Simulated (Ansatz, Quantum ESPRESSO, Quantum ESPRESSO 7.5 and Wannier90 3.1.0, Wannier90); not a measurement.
**Ballistic channels from Wannier functions: straight Os chain, spacing 2.28 Å**

How many channels does the wire offer, and does a small Wannier basis get them right? The wire: straight Os chain, spacing 2.28 Å.

Main program and level: Quantum ESPRESSO 7.5 and Wannier90 3.1.0; plane-wave DFT, PBE, PseudoDojo norm-conserving pseudopotentials (cross-check by Ansatz 0.2.0 with PAW datasets).

### Step 1. Set-up

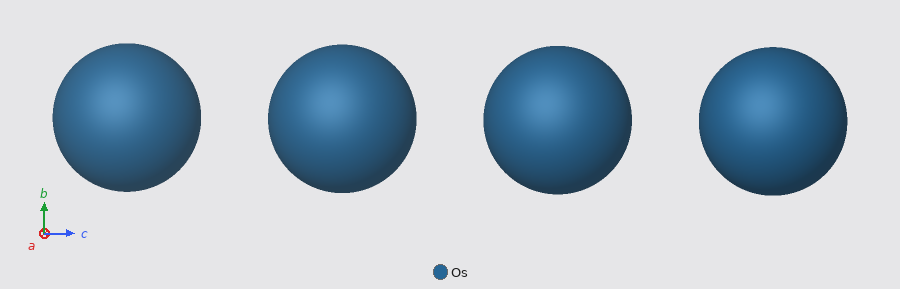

The cell as given, from the side, with the c axis across the page (osmium blue). 1×1×3 cells are drawn. Some periodic images of atoms are drawn too.

The cell holds 1 atom: 1 Os. Its edges and angles: a = 8.000 Å, b = 8.000 Å, c = 2.280 Å, α = 90.0°, β = 90.0°, γ = 90.0°. Vacuum lies along a and b. The structure's axis is c.

### Step 2. SCF with pw.x

scf.in reads:

```
&control
  prefix = 'scf'
  outdir = './out'
  pseudo_dir = './pseudo'
  calculation = 'scf'
  tprnfor = .true.
/
&system
  ibrav = 0
  nat = 1
  ntyp = 1
  ecutwfc = 66
  ecutrho = 264
  occupations = 'smearing'
  smearing = 'mv'
  degauss = 0.005
/
&electrons
  conv_thr = 1e-07
  mixing_beta = 0.4
  electron_maxstep = 120
  mixing_mode = 'local-TF'
/
ATOMIC_SPECIES
  Os  190.2300  Os.dojo-sr-pbe-0.4.1-standard.upf
CELL_PARAMETERS angstrom
  8.00000000000000 0.00000000000000 0.00000000000000
  0.00000000000000 8.00000000000000 0.00000000000000
  0.00000000000000 0.00000000000000 2.28000000000000
ATOMIC_POSITIONS crystal
  Os  0.000000000000 0.000000000000 0.000000000000
K_POINTS automatic
  1 1 32 0 0 0
```

Command:

```
$ OMP_NUM_THREADS=1 mpirun -n 4 pw.x -nk 2 -in scf.in > scf.out
```

What it wrote:

```text
Program PWSCF v.7.5 starts
[citation notice left out]

     Parallel version (MPI & OpenMP), running on       4 processor cores
     Number of MPI processes:                 4
     Threads/MPI process:                     1

     MPI processes distributed on     1 nodes
[...]
Current dimensions of program PWSCF are:
     Max number of different atomic species (ntypx) = 10
     Max number of k-points (npk) =  40000
     Max angular momentum in pseudopotentials (lmaxx) =  4
     Message from routine setup:
     using ibrav=0 with symmetry is DISCOURAGED, use correct ibrav instead

     K-points division:     npool     =       2
     R & G space division:  proc/nbgrp/npool/nimage =       2
     Subspace diagonalization in iterative solution of the eigenvalue problem:
     a serial algorithm will be used

     Parallelization info
     --------------------
     sticks:   dense  smooth     PW     G-vecs:    dense   smooth      PW
     Min        2404    2404    716                35663    35663    5738
     Max        2405    2405    717                35664    35664    5739
     Sum        4809    4809   1433                71327    71327   11477

     Using Slab Decomposition

     bravais-lattice index     =            0
     lattice parameter (alat)  =      15.1178  a.u.
     unit-cell volume          =     984.7170 (a.u.)^3
     number of atoms/cell      =            1
     number of atomic types    =            1
     number of electrons       =        16.00
     number of Kohn-Sham states=           12
     kinetic-energy cutoff     =      66.0000  Ry
     charge density cutoff     =     264.0000  Ry
     scf convergence threshold =      1.0E-07
     mixing beta               =       0.4000
     number of iterations used =            8  local-TF  mixing
     Exchange-correlation= PBE
                           (   1   4   3   4   0   0   0)

     celldm(1)=  15.117809  celldm(2)=   0.000000  celldm(3)=   0.000000
     celldm(4)=   0.000000  celldm(5)=   0.000000  celldm(6)=   0.000000

     crystal axes: (cart. coord. in units of alat)
               a(1) = (   1.000000   0.000000   0.000000 )
               a(2) = (   0.000000   1.000000   0.000000 )
               a(3) = (   0.000000   0.000000   0.285000 )

     reciprocal axes: (cart. coord. in units 2 pi/alat)
               b(1) = (  1.000000  0.000000  0.000000 )
               b(2) = (  0.000000  1.000000  0.000000 )
               b(3) = (  0.000000  0.000000  3.508772 )

     PseudoPot. # 1 for Os read from file:
     ./pseudo/Os.dojo-sr-pbe-0.4.1-standard.upf
     Pseudo is Norm-conserving + core correction, Zval = 16.0
     Generated using ONCVPSP code by D. R. Hamann
     Using radial grid of 1344 points,  8 beta functions with:
                l(1) =   0
                l(2) =   0
                l(3) =   1
                l(4) =   1
                l(5) =   2
                l(6) =   2
                l(7) =   3
                l(8) =   3

     atomic species   valence    mass     pseudopotential
     Os               16.00   190.23000     Os( 1.00)

     16 Sym. Ops., with inversion, found

   Cartesian axes

     site n.     atom                  positions (alat units)
         1        Os     tau(   1) = (   0.0000000   0.0000000   0.0000000  )

     number of k points=    17  Marzari-Vanderbilt smearing, width (Ry)=  0.0050
                       cart. coord. in units 2pi/alat
        k(    1) = (   0.0000000   0.0000000   0.0000000), wk =   0.0625000
        k(    2) = (   0.0000000   0.0000000   0.1096491), wk =   0.1250000
        k(    3) = (   0.0000000   0.0000000   0.2192982), wk =   0.1250000
        k(    4) = (   0.0000000   0.0000000   0.3289474), wk =   0.1250000
        k(    5) = (   0.0000000   0.0000000   0.4385965), wk =   0.1250000
        k(    6) = (   0.0000000   0.0000000   0.5482456), wk =   0.1250000
        k(    7) = (   0.0000000   0.0000000   0.6578947), wk =   0.1250000
        k(    8) = (   0.0000000   0.0000000   0.7675439), wk =   0.1250000
        k(    9) = (   0.0000000   0.0000000   0.8771930), wk =   0.1250000
        k(   10) = (   0.0000000   0.0000000   0.9868421), wk =   0.1250000
[...]
k(   17) = (   0.0000000   0.0000000  -1.7543860), wk =   0.0625000

     Dense  grid:    71327 G-vectors     FFT dimensions: (  80,  80,  24)

     Estimated max dynamical RAM per process >      48.85 MB

     Estimated total dynamical RAM >     177.99 MB

     Initial potential from superposition of free atoms

     starting charge      15.9998, renormalised to      16.0000

     negative rho (up, down):  2.639E-06 0.000E+00
     Starting wfcs are   10 randomized atomic wfcs +    2 random wfcs

     total cpu time spent up to now is        0.8 secs

     per-process dynamical memory:    28.8 Mb

     Self-consistent Calculation

     iteration #  1     ecut=    66.00 Ry     beta= 0.40
     Davidson diagonalization with overlap
     ethr =  1.00E-02,  avg # of iterations =  6.8

     Threshold (ethr) on eigenvalues was too large:
     Diagonalizing with lowered threshold

     Davidson diagonalization with overlap
     ethr =  2.07E-04,  avg # of iterations =  3.1

     total cpu time spent up to now is        2.2 secs

     total energy              =    -202.01894354 Ry
     estimated scf accuracy    <       0.03324402 Ry

     iteration #  2     ecut=    66.00 Ry     beta= 0.40
[...]
total energy              =    -202.01284153 Ry
     estimated scf accuracy    <       0.01703838 Ry

     iteration #  3     ecut=    66.00 Ry     beta= 0.40
[...]
total energy              =    -202.01351586 Ry
     estimated scf accuracy    <       0.00206782 Ry

     iteration #  4     ecut=    66.00 Ry     beta= 0.40
[...]
total energy              =    -202.01335848 Ry
     estimated scf accuracy    <       0.00067920 Ry

     iteration #  5     ecut=    66.00 Ry     beta= 0.40
[...]
total energy              =    -202.01343579 Ry
     estimated scf accuracy    <       0.00005284 Ry

     iteration #  6     ecut=    66.00 Ry     beta= 0.40
[...]
total energy              =    -202.01348305 Ry
     estimated scf accuracy    <       0.00002352 Ry

     iteration #  7     ecut=    66.00 Ry     beta= 0.40
[...]
total energy              =    -202.01348874 Ry
     estimated scf accuracy    <       0.00000124 Ry

     iteration #  8     ecut=    66.00 Ry     beta= 0.40
[...]
total energy              =    -202.01348991 Ry
     estimated scf accuracy    <       0.00000039 Ry

     iteration #  9     ecut=    66.00 Ry     beta= 0.40
[...]
End of self-consistent calculation

          k = 0.0000 0.0000 0.0000 (  8979 PWs)   bands (ev):

   -88.2455 -47.4672 -47.4672 -46.5609  -9.0451  -4.6020  -3.7672  -3.7624
     0.2659   0.2659   0.8109   0.8109

          k = 0.0000 0.0000 0.1096 (  8959 PWs)   bands (ev):

   -88.2429 -47.4643 -47.4643 -46.5890  -8.9535  -4.5790  -3.7527  -3.7479
     0.0098   0.0098   1.0028   1.0028

          k = 0.0000 0.0000 0.2193 (  8955 PWs)   bands (ev):

   -88.2353 -47.4555 -47.4555 -46.6719  -8.6807  -4.5101  -3.7094  -3.7048
    -0.4670  -0.4670   1.3003   1.3003

          k = 0.0000 0.0000 0.3289 (  8967 PWs)   bands (ev):

   -88.2230 -47.4412 -47.4412 -46.8051  -8.2328  -4.3961  -3.6383  -3.6339
    -1.0261  -1.0261   1.5982   1.5982

          k = 0.0000 0.0000 0.4386 (  8975 PWs)   bands (ev):

   -88.2063 -47.4219 -47.4219 -46.9819  -7.6192  -4.2378  -3.5410  -3.5369
    -1.6323  -1.6323   1.9021   1.9021

          k = 0.0000 0.0000 0.5482 (  8955 PWs)   bands (ev):

   -88.1859 -47.3984 -47.3984 -47.1935  -6.8531  -4.0370  -3.4200  -3.4162
    -2.2607  -2.2607   2.2256   2.2256

[...]
the Fermi energy is    -2.3687 ev

!    total energy              =    -202.01348990 Ry
     estimated scf accuracy    <       0.00000001 Ry
     smearing contrib. (-TS)   =       0.00008686 Ry
     internal energy E=F+TS    =    -202.01357675 Ry

     The total energy is F=E-TS. E is the sum of the following terms:
     one-electron contribution =    -272.83751665 Ry
     hartree contribution      =     132.14587784 Ry
     xc contribution           =     -40.97796348 Ry
     ewald contribution        =     -20.34397447 Ry

     convergence has been achieved in   9 iterations

     Forces acting on atoms (cartesian axes, Ry/au):

     atom    1 type  1   force =     0.00000000    0.00000000    0.00000000

     Total force =     0.000000     Total SCF correction =     0.000000

[...]
=------------------------------------------------------------------------------=
   JOB DONE.
=------------------------------------------------------------------------------=
```

It took 7.7 s on 4 MPI ranks of Intel Xeon Platinum 8488C (Sapphire Rapids), shared host; peak memory 0.33 GiB.

Read from the output:

* free energy: -2748.5336 eV
* Fermi energy: -2.369 eV

The program's own clock; routines nest. Time by routine:

```tsv
routine	wall time (s)	calls
PWSCF	6.87	1
electrons	6	1
c_bands	3.96	10
cegterg	3.22	90
h_psi	2.9	301
fftw	2.76	6232
vloc_psi	2.61	301
mix_rho	1.03	10
sum_band	0.75	10
init_run	0.74	1
fft	0.56	111
hinit0	0.5	1
ffts	0.46	636
init_us_2	0.26	198
```

The run needed 9 iterations to bring the estimated error under 1e-07 Ry.

### Step 3. Full uniform mesh without symmetry

Wannier90 needs the states on a whole uniform mesh, listed point by point, without symmetry.

nscf.in reads:

```
&control
  prefix = 'nscf'
  outdir = './out'
  pseudo_dir = './pseudo'
  calculation = 'nscf'
/
&system
  ibrav = 0
  nat = 1
  ntyp = 1
  ecutwfc = 66
  ecutrho = 264
  occupations = 'smearing'
  smearing = 'mv'
  degauss = 0.005
  nosym = .true.
  noinv = .true.
  nbnd = 37
/
&electrons
  conv_thr = 1e-08
  mixing_beta = 0.4
  electron_maxstep = 120
  mixing_mode = 'local-TF'
  diago_full_acc = .true.
/
ATOMIC_SPECIES
  Os  190.2300  Os.dojo-sr-pbe-0.4.1-standard.upf
CELL_PARAMETERS angstrom
  8.00000000000000 0.00000000000000 0.00000000000000
  0.00000000000000 8.00000000000000 0.00000000000000
  0.00000000000000 0.00000000000000 2.28000000000000
ATOMIC_POSITIONS crystal
  Os  0.000000000000 0.000000000000 0.000000000000
K_POINTS crystal
16
  0.0000000000 0.0000000000 0.0000000000 0.0625
  0.0000000000 0.0000000000 0.0625000000 0.0625
  0.0000000000 0.0000000000 0.1250000000 0.0625
  0.0000000000 0.0000000000 0.1875000000 0.0625
  0.0000000000 0.0000000000 0.2500000000 0.0625
  0.0000000000 0.0000000000 0.3125000000 0.0625
  0.0000000000 0.0000000000 0.3750000000 0.0625
  0.0000000000 0.0000000000 0.4375000000 0.0625
  0.0000000000 0.0000000000 0.5000000000 0.0625
  0.0000000000 0.0000000000 0.5625000000 0.0625
  0.0000000000 0.0000000000 0.6250000000 0.0625
  0.0000000000 0.0000000000 0.6875000000 0.0625
  0.0000000000 0.0000000000 0.7500000000 0.0625
  0.0000000000 0.0000000000 0.8125000000 0.0625
  0.0000000000 0.0000000000 0.8750000000 0.0625
  0.0000000000 0.0000000000 0.9375000000 0.0625
```

Command:

```
$ cp -r out/scf.save out/nscf.save
$ cp out/scf.xml out/nscf.xml
$ OMP_NUM_THREADS=1 mpirun -n 4 pw.x -nk 1 -in nscf.in > nscf.out
```

What it wrote:

```text
[banner, memory and clock lines left out]
Program PWSCF v.7.5 starts
[citation notice left out]

[...]
bravais-lattice index     =            0
     lattice parameter (alat)  =      15.1178  a.u.
     unit-cell volume          =     984.7170 (a.u.)^3
     number of atoms/cell      =            1
     number of atomic types    =            1
     number of electrons       =        16.00
     number of Kohn-Sham states=           37
     kinetic-energy cutoff     =      66.0000  Ry
     charge density cutoff     =     264.0000  Ry
     Exchange-correlation= PBE
                           (   1   4   3   4   0   0   0)

[...]
PseudoPot. # 1 for Os read from file:
     ./pseudo/Os.dojo-sr-pbe-0.4.1-standard.upf
     Pseudo is Norm-conserving + core correction, Zval = 16.0
     Generated using ONCVPSP code by D. R. Hamann
     Using radial grid of 1344 points,  8 beta functions with:
                l(1) =   0
                l(2) =   0
                l(3) =   1
                l(4) =   1
                l(5) =   2
                l(6) =   2
                l(7) =   3
                l(8) =   3

     atomic species   valence    mass     pseudopotential
     Os               16.00   190.23000     Os( 1.00)

     No symmetry found

[...]
number of k points=    16  Marzari-Vanderbilt smearing, width (Ry)=  0.0050
[...]
Dense  grid:    71327 G-vectors     FFT dimensions: (  80,  80,  24)

     The potential is recalculated from file :
     ./out/nscf.save/charge-density

     Starting wfcs are   10 randomized atomic wfcs +   27 random wfcs

     Band Structure Calculation
     Davidson diagonalization with overlap

     ethr =  6.25E-11,  avg # of iterations = 40.9

     End of band structure calculation

          k = 0.0000 0.0000 0.0000 (  8979 PWs)   bands (ev):

   -88.2477 -47.4693 -47.4693 -46.5630  -9.0467  -4.6029  -3.7686  -3.7638
     0.2655   0.2655   0.8092   0.8092   2.4797   3.7082   5.2045   5.2045
     5.6149   5.8928   8.4335   8.4335  10.0119  10.3953  11.1835  11.1835
    12.4592  12.7379  12.7379  12.7714  12.8426  13.2815  18.0240  18.0240
    18.6702  18.6702  19.4250  20.0082  22.2527

          k = 0.0000 0.0000 0.2193 (  8955 PWs)   bands (ev):

   -88.2376 -47.4576 -47.4576 -46.6739  -8.6824  -4.5110  -3.7107  -3.7061
    -0.4681  -0.4681   1.2993   1.2993   2.5898   3.8152   5.3580   5.3580
     5.7152   6.0037   8.6370   8.6370  10.1171  10.4815  11.3314  11.3314
    12.5722  12.8529  12.8620  12.8620  12.9473  13.3856  18.2380  18.2380
    18.8707  18.8707  19.5340  20.0768  22.1151

[...]
the Fermi energy is    -2.3733 ev
     (compare with:    -2.3687 eV, computed in scf)

[...]
```

Wall time 12 s (4 MPI ranks); peak memory 0.24 GiB; 46 s of CPU time.

Read from the output:

| Property | Result |
| --- | --- |
| Fermi energy | -2.373 eV |

The program's own clock; routines nest. Time by routine:

```tsv
routine	wall time (s)	calls
PWSCF	11.13	1
electrons	10.52	1
c_bands	10.52	1
cegterg	10.04	40
h_psi	6.87	711
vloc_psi	6.27	711
fftw	5.62	24492
cdiaghg	0.82	671
init_run	0.5	1
hinit0	0.46	1
fft	0.45	11
h_psi:calbec	0.3	711
calbec	0.3	711
add_vuspsi	0.22	711
```

### Step 4. Neighbour list from wannier90 -pp, with dis_win_max − E_F = 9.0

A first try, with customary settings: the .win file sets projections and windows, and states in the frozen window are kept exactly.

wan_try.win reads:

```
num_wann = 9
num_bands = 37
num_iter = 200
num_print_cycles = 20
conv_tol = 1e-8
conv_window = 5
guiding_centres = true
dis_num_iter = 1500
dis_conv_tol = 1e-8
dis_win_min = -13.3687
dis_win_max = 6.6313
dis_froz_max = -0.8687
search_shells = 120
fermi_energy = -2.3687

transport = true
transport_mode = bulk
one_dim_axis = z
dist_cutoff = 18.14
dist_cutoff_mode = one_dim
tran_win_min = -4.0
tran_win_max = 2.0
tran_energy_step = 0.02

bands_plot = true
bands_num_points = 96
begin kpoint_path
G 0.0 0.0 0.0 Z 0.0 0.0 0.5
end kpoint_path

begin projections
Os:s;p;d
end projections

begin unit_cell_cart
ang
  8.0000000000 0.0000000000 0.0000000000
  0.0000000000 8.0000000000 0.0000000000
  0.0000000000 0.0000000000 2.2800000000
end unit_cell_cart

begin atoms_frac
  Os 0.0000000000 0.0000000000 0.0000000000
end atoms_frac

mp_grid = 1 1 16
begin kpoints
  0.0 0.0 0.0000000000
  0.0 0.0 0.0625000000
  0.0 0.0 0.1250000000
  0.0 0.0 0.1875000000
  0.0 0.0 0.2500000000
  0.0 0.0 0.3125000000
  0.0 0.0 0.3750000000
  0.0 0.0 0.4375000000
  0.0 0.0 0.5000000000
  0.0 0.0 0.5625000000
  0.0 0.0 0.6250000000
  0.0 0.0 0.6875000000
  0.0 0.0 0.7500000000
  0.0 0.0 0.8125000000
  0.0 0.0 0.8750000000
  0.0 0.0 0.9375000000
end kpoints
```

Command:

```
$ OMP_NUM_THREADS=1 wannier90.x -pp wan_try > wan_try.pp.log
```

Wall time 0.74 s (1 MPI rank); peak memory 0.08 GiB.

### Step 5. Overlaps and projections

The follow-up step for that run.

wan_try.p2w.in reads:

```
&inputpp
  prefix = 'nscf'
  outdir = './out'
  seedname = 'wan_try'
  write_mmn = .true.
  write_amn = .true.
  write_unk = .false.
/
```

Command:

```
$ OMP_NUM_THREADS=1 mpirun -n 4 pw2wannier90.x -in wan_try.p2w.in > wan_try.p2w.out
```

Run time: 6.7 s. Hardware: 4 MPI ranks; peak memory 0.22 GiB.

(Continued in part 2 of 6.)

[Logs are printed without paths, hosts, clocks, repeated set-up lines and the standing remarks that a program may print on its own settings, such as how far it seeks lower states.]

[Hosts, paths, dates, database ids (printed as entryN), source tags and the programs' standing remarks are cut or masked in the printed files.]

[Maps of the electrostatic potential energy from Ansatz leave out the sawtooth potential of an applied field or a dipole correction, so their vacuum need not be flat; planar profiles and work functions include it.]
